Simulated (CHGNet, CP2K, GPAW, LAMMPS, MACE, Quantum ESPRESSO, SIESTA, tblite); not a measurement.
# CP2K on glassy 67P2O5-20BaO-13Al2O3 (mol %) (86 atoms): settings against a plane-wave reference

Wanted: CP2K inputs and outputs for glassy 67P2O5-20BaO-13Al2O3 (mol %) (86 atoms), checked against a plane-wave reference.

Program: CP2K 2026.2. Level of theory: the method is named at each step. Results are calculated unless marked as measured.

## (1) The starting structure

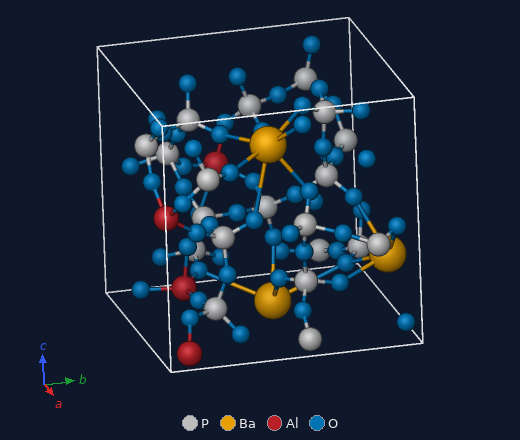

Start, viewed slightly off an axis; phosphorus light grey, barium orange, aluminium red, oxygen blue. Bonds to atoms that aren't drawn are left out.

The cell holds 86 atoms: 20 P, 3 Ba, 4 Al and 59 O. Cell: a = 10.717 Å, b = 10.717 Å, c = 10.717 Å, α = 90.0°, β = 90.0°, γ = 90.0°. 86 atoms (20 P, 3 Ba, 4 Al, 59 O) placed at random at 2.81 g/cm³, melted at 4000 K for 10 ps at fixed volume with the Morse and Coulomb pair potential with partial charges (Pedone, Malavasi, Menziani, Cormack and Segre, J. Phys. Chem. B 110, 11780 (2006)). Quenched from 4000 K to 300 K at 20 K/ps and fixed volume, held 10 ps at zero pressure, then minimised at fixed cell.

The yardstick, on the same geometry:

```
method                                           : Kohn-Sham DFT, PBE, SSSP efficiency 1.3.0 pseudopotentials, plane waves (Quantum ESPRESSO 7.5); sssp-pbe-1.3.0-efficiency, cutoffs 60/480 Ry, Γ point
r.m.s. force component                           : 1.237 eV/Å
longest force                                    : 5.06 eV/Å
pressure                                         : 3.063 GPa
gap (highest filled to lowest empty level) : 1.303 eV
time                                             : 10 min on 2 MPI ranks of Arm Neoverse V1, shared host
CPU time                                         : 21 min
```

## (2) PBE, DZVP-MOLOPT-SR, 600/50 Ry, diagonalisation

Method: Kohn-Sham DFT, PBE, GTH-PBE pseudopotentials, Gaussian and plane waves, DZVP-MOLOPT-SR-GTH, diagonalisation.

The input, input.inp:

```
&GLOBAL
  PROJECT cell
  RUN_TYPE ENERGY_FORCE
  PRINT_LEVEL LOW
&END GLOBAL
&FORCE_EVAL
  METHOD QS
  STRESS_TENSOR ANALYTICAL
  &DFT
    BASIS_SET_FILE_NAME BASIS_MOLOPT
    POTENTIAL_FILE_NAME GTH_POTENTIALS
    &MGRID
      CUTOFF 600
      REL_CUTOFF 50
      NGRIDS 5
    &END MGRID
    &QS
      EPS_DEFAULT 1.0E-12
    &END QS
    &SCF
      SCF_GUESS ATOMIC
      EPS_SCF 5.0E-06
      MAX_SCF 200
      ADDED_MOS 14
      &DIAGONALIZATION
        ALGORITHM STANDARD
      &END DIAGONALIZATION
      &SMEAR ON
        METHOD FERMI_DIRAC
        ELECTRONIC_TEMPERATURE [K] 580
      &END SMEAR
      &MIXING
        METHOD BROYDEN_MIXING
        ALPHA 0.3
        NBROYDEN 12
      &END MIXING
      &PRINT
        &RESTART OFF
        &END RESTART
      &END PRINT
    &END SCF
    &XC
      &XC_FUNCTIONAL PBE
      &END XC_FUNCTIONAL
    &END XC
    &PRINT
      &MULLIKEN ON
      &END MULLIKEN
      &HIRSHFELD ON
        SHAPE_FUNCTION DENSITY
      &END HIRSHFELD
      &MO ON
        EIGENVALUES T
        OCCUPATION_NUMBERS T
        MO_INDEX_RANGE 237 260
        &EACH
          QS_SCF 0
        &END EACH
        ADD_LAST NUMERIC
      &END MO
    &END PRINT
  &END DFT
  &SUBSYS
    &CELL
      A 10.71682 0.00000 0.00000
      B 0.00000 10.71682 0.00000
      C 0.00000 0.00000 10.71682
    &END CELL
    &COORD
      SCALED
      P 0.72301 0.61529 0.20850
      P 0.71041 0.29690 0.41885
      P 0.32548 0.56409 0.38738
      P 0.23826 0.20429 0.61805
      P 0.71262 0.25628 0.13522
      P 0.19427 0.54686 0.75793
      P 0.98450 0.17777 0.75723
      P 0.42318 0.29287 0.40668
      P 0.64406 0.02144 0.80358
      P 0.97327 0.84588 0.41091
      P 0.31170 0.93191 0.17932
      P 0.05405 0.83622 0.09120
      P 0.09310 0.33154 0.16552
      P 0.45063 0.23938 0.81937
      P 0.51258 0.76444 0.81009
      P 0.96099 0.56499 0.05534
      P 0.45039 0.77838 0.53095
      P 0.06651 0.80377 0.79568
      P 0.83514 0.59270 0.47724
      P 0.20038 0.92070 0.57567
      Ba 0.74586 0.47876 0.78631
      Ba 0.40658 0.55867 0.03381
      Ba 0.63177 0.96484 0.24865
      Al 0.08774 0.43177 0.50160
      Al 0.37291 0.21811 0.11363
      Al 0.91854 0.09616 0.03816
      Al 0.81611 0.04797 0.56005
      O 0.38320 0.77972 0.86130
      O 0.39035 0.23272 0.28587
      O 0.42260 0.85018 0.15693
      O 0.32176 0.84644 0.55765
      O 0.02265 0.69198 0.09419
      O 0.75221 0.63398 0.58076
      O 0.96431 0.94570 0.08082
      O 0.08064 0.36013 0.30311
      O 0.53278 0.11754 0.80920
      O 0.01907 0.21766 0.12520
      O 0.69665 0.02657 0.67180
      O 0.33866 0.22032 0.72980
      O 0.00929 0.83590 0.27495
      O 0.20141 0.55056 0.45229
      O 0.57538 0.22426 0.12871
      O 0.73926 0.41528 0.48400
      O 0.58232 0.89248 0.82354
      O 0.83744 0.57020 0.13063
      O 0.49933 0.75653 0.66421
      O 0.07897 0.82943 0.93545
      O 0.94166 0.08488 0.65595
      O 0.60826 0.53804 0.19239
      O 0.56575 0.28098 0.42412
      O 0.30362 0.59609 0.25443
      O 0.71400 0.75138 0.18326
      O 0.93712 0.81985 0.75034
      O 0.93916 0.57034 0.91942
      O 0.22848 0.31474 0.12813
      O 0.98140 0.12506 0.88855
[... 26 atom lines left out ...]
      O 0.53721 0.86141 0.46163
      O 0.12768 0.67699 0.76505
      O 0.89933 0.28684 0.74437
      O 0.77053 0.59936 0.34489
    &END COORD
    &KIND P
      BASIS_SET DZVP-MOLOPT-SR-GTH-q5
      POTENTIAL GTH-PBE-q5
    &END KIND
    &KIND Ba
      BASIS_SET DZVP-MOLOPT-SR-GTH-q10
      POTENTIAL GTH-PBE-q10
    &END KIND
    &KIND Al
      BASIS_SET DZVP-MOLOPT-SR-GTH-q3
      POTENTIAL GTH-PBE-q3
    &END KIND
    &KIND O
      BASIS_SET DZVP-MOLOPT-SR-GTH-q6
      POTENTIAL GTH-PBE-q6
    &END KIND
  &END SUBSYS
  &PRINT
    &FORCES ON
    &END FORCES
    &STRESS_TENSOR ON
    &END STRESS_TENSOR
  &END PRINT
&END FORCE_EVAL
```

Command:

```console
> OMP_NUM_THREADS=1 mpirun -np 4 cp2k.psmp -i input.inp > output.txt
```

Numbers of over 12 decimals in the logs are rounded to 6 here.

Log:

```text
CP2K| version string:                                       CP2K version 2026.2
 CP2K| Input file name                                                 input.inp
 GLOBAL| Basis set file name                                        BASIS_MOLOPT
 GLOBAL| Potential file name                                      GTH_POTENTIALS
 GLOBAL| Run type                                                   ENERGY_FORCE
 GLOBAL| Total number of message passing processes                             4
 GLOBAL| Number of threads for this process                                    1
 TOTAL NUMBERS AND MAXIMUM NUMBERS
  Total number of            - Atomic kinds:                                   4
                             - Atoms:                                         86
                             - Shell sets:                                    86
                             - Shells:                                       433
                             - Primitive Cartesian functions:                409
                             - Cartesian basis functions:                   1207
                             - Spherical basis functions:                   1121
  Maximum angular momentum of- Orbital basis functions:                        2
                             - Local part of the GTH pseudopotential:          2
                             - Non-local part of the GTH pseudopotential:      3
 SCF PARAMETERS         Density guess:                                    ATOMIC
                        max_scf:                                             200
                        eps_scf:                                        5.00E-06
                        added MOs                                        14    0
                        Mixing method:                            BROYDEN_MIXING
                                                charge density mixing in g-space
                        Smear method:                                FERMI_DIRAC
                        Electronic temperature [K]:                        580.0
                        Electronic temperature [a.u.]:                  1.84E-03
                        Accuracy threshold:                             1.00E-10
 Extrapolation method: initial_guess
 Number of electrons:                                                        496
 Number of occupied orbitals:                                                248
 Number of molecular orbitals:                                               262
 Number of orbital functions:                                               1121
 Number of independent orbital functions:                                   1121
 SCF WAVEFUNCTION OPTIMIZATION
  Step     Update method      Time    Convergence         Total energy    Change
     1 NoMix/Diag. 0.30E+00    2.8     1.91058417     -1170.6989749485 -1.17E+03
     2 Broy./Diag. 0.30E+00    3.6     0.28102320     -1083.7915836767  8.69E+01
     3 Broy./Diag. 0.30E+00    3.6     0.14777066     -1150.6173341637 -6.68E+01
     4 Broy./Diag. 0.30E+00    3.6     0.04673917     -1166.4488084972 -1.58E+01
[...]
15 Broy./Diag. 0.30E+00    3.8     0.00000695     -1164.7482845536 -2.66E-04
    16 Broy./Diag. 0.30E+00    3.8     0.00000202     -1164.7482807537  3.80E-06
  *** SCF run converged in    16 steps ***
  Electronic density on regular grids:       -496.0000000000        0.0000000000
  Core density on regular grids:              495.9999999997       -0.0000000003
  Total charge density on r-space grids:       -0.0000000003
  Total charge density g-space grids:          -0.0000000003
  Overlap energy of the core charge distribution:               5.09005e-06
  Self energy of the core charge distribution:              -2957.350330
  Core Hamiltonian energy:                                    822.955081
  Hartree energy:                                            1230.894468
  Exchange-correlation energy:                               -261.247479
  Electronic entropic energy:                                  -2.53753e-05
  Fermi energy:                                                 0.175642
  Total energy:                                             -1164.748281
  Total energy (extrapolated to T->0):                      -1164.748268
 MO| EIGENVALUES AND OCCUPATION NUMBERS
 MO|
 MO|  Index      Eigenvalue [a.u.]        Eigenvalue [eV]             Occupation
 MO|    237               0.073607               2.002939               2.000000
 MO|    238               0.076396               2.078832               2.000000
 MO|    239               0.079482               2.162820               2.000000
[...]
MO|    259               0.297923               8.106892               0.000000
 MO|    260               0.302116               8.220987               0.000000
 MO| Sum:                                                             496.000000
 MO| E(Fermi):            0.175642 a.u.          4.779465 eV
 !-----------------------------------------------------------------------------!
                     Mulliken Population Analysis
 #  Atom  Element  Kind  Atomic population                           Net charge
       1     P        1          4.353585                              0.646415
       2     P        1          4.294124                              0.705876
       3     P        1          4.279450                              0.720550
[...]
85     O        4          6.521718                             -0.521718
      86     O        4          6.276438                             -0.276438
 # Total charge                            496.000000                 -0.000000
 !-----------------------------------------------------------------------------!
 !-----------------------------------------------------------------------------!
                           Hirshfeld Charges
  #Atom  Element  Kind  Ref Charge     Population                    Net charge
      1       P      1       5.000          4.506                         0.494
      2       P      1       5.000          4.445                         0.555
      3       P      1       5.000          4.455                         0.545
[...]
85       O      4       6.000          6.348                        -0.348
     86       O      4       6.000          6.178                        -0.178
  Total Charge                                                           -0.000
 !-----------------------------------------------------------------------------!
 ENERGY| Total FORCE_EVAL ( QS ) energy [hartree]          -1164.748227
 FORCES| Atomic forces [hartree/bohr]
 FORCES|   Atom     x               y               z               |f|
 FORCES|      1 -4.52511215E-02  1.86849002E-02 -6.27140388E-04   4.89610334E-02
 FORCES|      2  2.37720812E-02  3.58765202E-02 -7.57737850E-03   4.36995790E-02
 FORCES|      3 -8.08273811E-02 -4.32969971E-04 -3.34574564E-02   8.74794513E-02
[...]
FORCES|     85  1.48500120E-04  2.53306541E-02  2.79598301E-04   2.53326324E-02
 FORCES|     86  8.67958965E-03 -1.18381488E-02  2.79549772E-02   3.15746385E-02
 FORCES| Sum    -9.63386195E-03 -2.85701683E-03  1.70884613E-03
 FORCES| Total atomic force                                       1.01928404E-02
 STRESS| Analytical stress tensor [bar]
 STRESS|                        x                   y                   z
 STRESS|      x        3.64984331890E+04   3.04351024769E+02   9.94247309545E+02
 STRESS|      y        3.04351024769E+02   5.05105697620E+04  -5.09245820644E+03
 STRESS|      z        9.94247309545E+02  -5.09245820644E+03   1.86115743401E+04
 STRESS| 1/3 Trace                                             3.52068590970E+04
```

Wall time 70 s (4 MPI ranks of Arm Neoverse V1, shared host); peak memory 5 GiB; 4.7 min of CPU time.

Banners, paths, timers and routine set-up lines are dropped from the logs unmarked, and long logs keep their key lines alone; longer cuts are marked.

Compared with the plane-wave run:

```yaml
r_m_s_force_component: 1.349 eV/Å
r_m_s_difference_of_force_components: 182.2 meV/Å
longest_difference_of_force_vectors: 774 meV/Å
force_difference_over_r_m_s_force: 14.73 %
slope_of_forces_against_the_reference_s: 1.084
correlation_of_force_components: 0.9938
spacing_of_highest_filled_and_lowest_empty_level: 0.7845 eV
gap_difference: -0.5184 eV
pressure: 3.521 GPa
pressure_difference: 0.4577 GPa
```

Length of the force difference by element (eV/Å):

| element | atoms | mean | most |
| --- | --- | --- | --- |
| Al | 4 | 0.14 | 0.22 |
| Ba | 3 | 0.084 | 0.14 |
| O | 59 | 0.23 | 0.43 |
| P | 20 | 0.46 | 0.77 |

Levels nearest the highest filled one (eV from it): -2.38, -2.31, -2.22, -2.20, -2.13, -2.00, -1.89, -1.70, -1.51, -1.14, -0.47, 0.00, 0.78, 1.55, 2.10, 2.33, 2.69, 3.07, 3.17, 3.20, 3.60, 3.65, 3.72, 3.83.

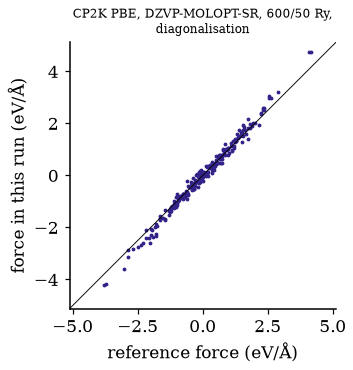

Force components against those of the reference; the line marks equality.

Local excerpt of 9 atoms (numbers count through the whole input) about O68, picked at random; x, y, z are measured from there.

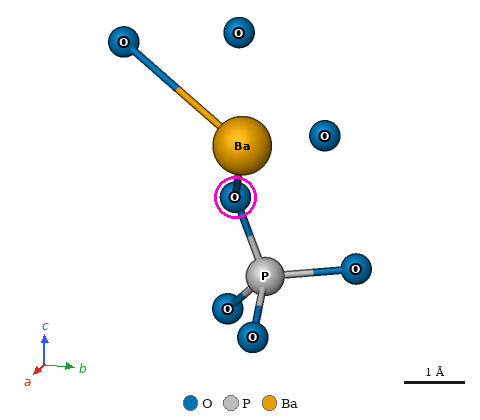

The atoms of the table, within 3.3 Å (arrows a, b, c point along x, y, z); some may hide others; the central atom is ringed.

| atom | x | y | z | distance (Å) | Hirshfeld charge (e) | Fx | Fy | Fz (eV/Å) |
| --- | --- | --- | --- | --- | --- | --- | --- | --- |
| O68 | 0.00 | 0.00 | 0.00 | 0.00 | -0.39 | -0.56 | -0.19 | 1.96 |
| P6 | -0.20 | 0.51 | -1.39 | 1.50 | 0.39 | 4.73 | -2.23 | -0.71 |
| O67 | 1.14 | 0.67 | -2.07 | 2.46 | -0.44 | 0.47 | 0.83 | -0.42 |
| O84 | -0.91 | 1.90 | -1.32 | 2.49 | -0.17 | -1.51 | 2.59 | 0.12 |
| O82 | -1.04 | -0.35 | -2.29 | 2.54 | -0.32 | -2.81 | -0.99 | -1.55 |
| Ba22 | 2.08 | 0.63 | 1.56 | 2.68 | 0.56 | -0.44 | 0.73 | -0.81 |
| O78 | -1.92 | -0.52 | 2.30 | 3.04 | -0.13 | -0.20 | 1.98 | -1.26 |
| O54 | -2.93 | 0.76 | 0.34 | 3.04 | -0.29 | -0.30 | -0.39 | 0.22 |
| O55 | 0.17 | -1.98 | 2.57 | 3.25 | -0.27 | 2.02 | 0.33 | -1.29 |

Forces lie 15 % from the reference's, at 0.22 times its CPU time (on 4 against 2 cores).

The forces add up to 0.52 eV/Å instead of zero, usually a sign of too coarse a grid.

## (3) PBE, DZVP-MOLOPT-SR, 600/50 Ry, TRS4 filter 1e-03, SCF 1e-04

Method: Kohn-Sham DFT, PBE, GTH-PBE pseudopotentials, Gaussian and plane waves, DZVP-MOLOPT-SR-GTH, linear-scaling purification of the density matrix.

The input, input.inp:

```
&GLOBAL
  PROJECT cell
  RUN_TYPE ENERGY_FORCE
  PRINT_LEVEL LOW
&END GLOBAL
&FORCE_EVAL
  METHOD QS
  STRESS_TENSOR ANALYTICAL
  &DFT
    BASIS_SET_FILE_NAME BASIS_MOLOPT
    POTENTIAL_FILE_NAME GTH_POTENTIALS
    &MGRID
      CUTOFF 600
      REL_CUTOFF 50
      NGRIDS 5
    &END MGRID
    &QS
      EPS_DEFAULT 1.0E-10
      LS_SCF T
    &END QS
    &LS_SCF
      PURIFICATION_METHOD TRS4
      EPS_FILTER 1.0E-03
      EPS_SCF 1.0E-04
      MAX_SCF 60
      S_PRECONDITIONER ATOMIC
      MIXING_FRACTION 0.45
      REPORT_ALL_SPARSITIES F
    &END LS_SCF
    &XC
      &XC_FUNCTIONAL PBE
      &END XC_FUNCTIONAL
    &END XC
    &PRINT
      &MULLIKEN ON
      &END MULLIKEN
    &END PRINT
  &END DFT
  &SUBSYS
    &CELL
      A 10.71682 0.00000 0.00000
      B 0.00000 10.71682 0.00000
      C 0.00000 0.00000 10.71682
    &END CELL
    &TOPOLOGY
      COORD_FILE_NAME structure.xyz
      COORD_FILE_FORMAT XYZ
    &END TOPOLOGY
    &KIND P
      BASIS_SET DZVP-MOLOPT-SR-GTH-q5
      POTENTIAL GTH-PBE-q5
    &END KIND
    &KIND Ba
      BASIS_SET DZVP-MOLOPT-SR-GTH-q10
      POTENTIAL GTH-PBE-q10
    &END KIND
    &KIND Al
      BASIS_SET DZVP-MOLOPT-SR-GTH-q3
      POTENTIAL GTH-PBE-q3
    &END KIND
    &KIND O
      BASIS_SET DZVP-MOLOPT-SR-GTH-q6
      POTENTIAL GTH-PBE-q6
    &END KIND
  &END SUBSYS
  &PRINT
    &FORCES ON
    &END FORCES
    &STRESS_TENSOR ON
    &END STRESS_TENSOR
  &END PRINT
&END FORCE_EVAL
```

The input, structure.xyz:

```xyz
86

P 7.74837 6.59395 2.23446
P 7.61334 3.18182 4.48874
P 3.48811 6.04525 4.15148
P 2.55339 2.18934 6.62353
P 7.63702 2.74651 1.44913
P 2.08196 5.86060 8.12260
P 10.55071 1.90513 8.11510
P 4.53514 3.13864 4.35832
P 6.90228 0.22977 8.61182
P 10.43036 9.06514 4.40365
P 3.34043 9.98711 1.92174
P 0.57924 8.96162 0.97737
P 0.99774 3.55305 1.77385
P 4.82932 2.56539 8.78104
P 5.49323 8.19237 8.68159
P 10.29876 6.05490 0.59307
P 4.82675 8.34176 5.69010
P 0.71278 8.61386 8.52716
P 8.95005 6.35186 5.11450
P 2.14744 9.86698 6.16935
[... 62 atom lines left out ...]
O 5.75718 9.23158 4.94721
O 1.36832 7.25518 8.19890
O 9.63796 3.07401 7.97728
O 8.25763 6.42323 3.69612
```

Log:

```text
CP2K| version string:                                       CP2K version 2026.2
 CP2K| Input file name                                                 input.inp
 GLOBAL| Basis set file name                                        BASIS_MOLOPT
 GLOBAL| Potential file name                                      GTH_POTENTIALS
 GLOBAL| Run type                                                   ENERGY_FORCE
 GLOBAL| Total number of message passing processes                             4
 GLOBAL| Number of threads for this process                                    1
[... lines left out ...]
 Re-scaling the density matrix to get the right number of electrons
[... lines left out ...]
 SCF run converged in     6 steps.
[... lines left out ...]
      86     O        4          6.277634                             -0.277634
 # Total charge                            496.059226                 -0.059226
 !-----------------------------------------------------------------------------!
 ENERGY| Total FORCE_EVAL ( QS ) energy [hartree]          -1164.549433
 FORCES| Atomic forces [hartree/bohr]
 FORCES|   Atom     x               y               z               |f|
 FORCES|      1 -5.50079008E-02  1.84754486E-02 -5.64228660E-03   5.83013444E-02
 FORCES|      2  2.66719268E-02  4.50576941E-02  7.47162740E-03   5.28905729E-02
 FORCES|      3 -8.64790494E-02 -4.33320265E-03 -2.88904675E-02   9.12801279E-02
[...]
FORCES|     85  4.92939987E-03  2.09165778E-02  1.29538925E-03   2.15285913E-02
 FORCES|     86  1.01574514E-02 -1.15548337E-02  2.52644389E-02   2.95800587E-02
 FORCES| Sum    -9.40842437E-03 -2.94430361E-03  2.31491173E-03
 FORCES| Total atomic force                                       1.01265092E-02
 STRESS| Analytical stress tensor [bar]
 STRESS|                        x                   y                   z
 STRESS|      x        4.77863844199E+04   5.49431644014E+01   2.98280599741E+03
 STRESS|      y        5.49431644014E+01   6.85782343656E+04   1.59131485306E+03
 STRESS|      z        2.98280599741E+03   1.59131485306E+03   3.16641181573E+04
 STRESS| 1/3 Trace                                             4.93429123143E+04
```

Wall time 33 s (4 MPI ranks); peak memory 3 GiB.

Compared with the plane-wave run:

| Item | Value |
| --- | --- |
| r.m.s. force component | 1.568 eV/Å |
| r.m.s. difference of force components | 883.9 meV/Å |
| longest difference of force vectors | 6681 meV/Å |
| force difference over r.m.s. force | 71.46 % |
| slope of forces against the reference's | 1.048 |
| correlation of force components | 0.8269 |
| pressure | 4.934 GPa |
| pressure difference | 1.871 GPa |
| energy less the same-level run's | 62.9 meV/atom |
| r.m.s. force difference from the same-level run | 840 meV/Å |

This is a coarse setting, run to see what it loses.

Against the first run (15 %), the force difference from the reference is 71 %, at 0.47 times the CPU time (6 SCF steps against 16).

The forces add up to 0.52 eV/Å instead of zero, usually a sign of too coarse a grid.

(Continued in part 2 of 3.)

[Also dropped from logs without a mark: logging warnings of Python, and SIESTA's first energy breakdown and zero terms.]

[Logs are printed without paths, hosts, clocks, repeated set-up lines and the standing remarks that a program may print on its own settings, such as how far it seeks lower states.]

[Hosts, paths, dates, database ids (printed as entryN), source tags and the programs' standing remarks are cut or masked in the printed files.]
